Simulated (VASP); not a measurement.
Data:

```
GaAs
1.0
    0.00000     2.83531     2.83531
    2.83531     0.00000     2.83531
    2.83531     2.83531     0.00000
Ga As
1 1
Direct
  0.00000   0.00000   0.00000
  0.25000   0.25000   0.25000
```

Computed with revTPSS meta-GGA, VASP's PBE PAW potentials (set 64) (plane waves; VASP). Run with 520 eV cut-off, 9×9×9 Γ-centred mesh, tetrahedra with Blöchl corrections, potentials Ga_d As.

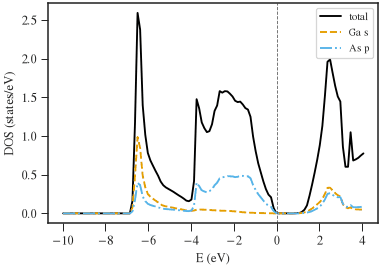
*Total and projected density of states, zero at the valence-band maximum*

Within 2 eV below the valence-band maximum the largest weight inside VASP's projection spheres is As p, then Ga p.

The gap is direct, 0.64 eV, from the valence maximum at Γ to the conduction minimum at Γ.

The compound is GaAs in the zinc blende structure. It was relaxed first.
